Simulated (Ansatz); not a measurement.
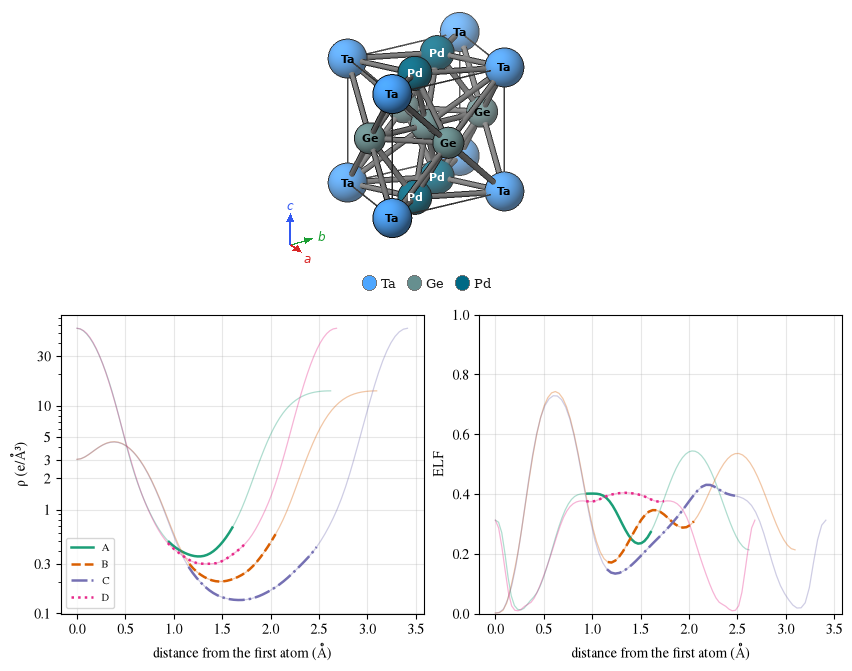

Figure. TaGe3Pd2. Valence charge density (pseudo) and ELF along straight lines between neighbouring atoms. Thin, pale parts lie inside the atomic spheres. The structure is drawn too.

Space group P6/mmm; a structure generated by program, which may or may not match a known phase; computed without spin polarisation.

All numbers below come from DFT PBE, scalar-relativistic, plane waves, PAW (Ansatz 0.2.0).

Core electrons are frozen (PAW), and the valence fields are smoothed inside the atomic spheres.

```yaml
crystal:
  lattice:
    - [5.36178, 0.00000, 0.00000]
    - [-2.68089, 4.64344, 0.00000]
    - [0.00000, 0.00000, 4.22790]
  atoms:
    - { symbol: Ta, position: [0.00000, 0.00000, 0.00000] }
    - { symbol: Ge, position: [0.50000, 0.00000, 0.50000] }
    - { symbol: Ge, position: [0.50000, 0.50000, 0.50000] }
    - { symbol: Ge, position: [0.00000, 0.50000, 0.50000] }
    - { symbol: Pd, position: [0.33333, 0.66667, 0.00000] }
    - { symbol: Pd, position: [0.66667, 0.33333, 0.00000] }
```

Question: Which curve belongs to which contact (Ge–Ge, Ge–Pd, Ta–Ge and Ta–Pd)? The first atom named is at distance zero.

Answer: Curve A: Ge–Pd (2.62 Å): ρ is about 0.36 e/Å³ halfway; the ELF is about 0.30 at the midpoint: no localised pair shows between them. Curve B: Ta–Pd (3.10 Å): ρ at the midpoint is about 0.21 e/Å³; the ELF is about 0.35 at the midpoint. Curve C: Ta–Ge (3.41 Å): the density is about 0.13 e/Å³ at the midpoint; the ELF is about 0.25 at the midpoint: no localised pair shows between them. Curve D: Ge–Ge (2.68 Å): ρ is about 0.3 e/Å³ halfway; the ELF is about 0.40 at the midpoint.
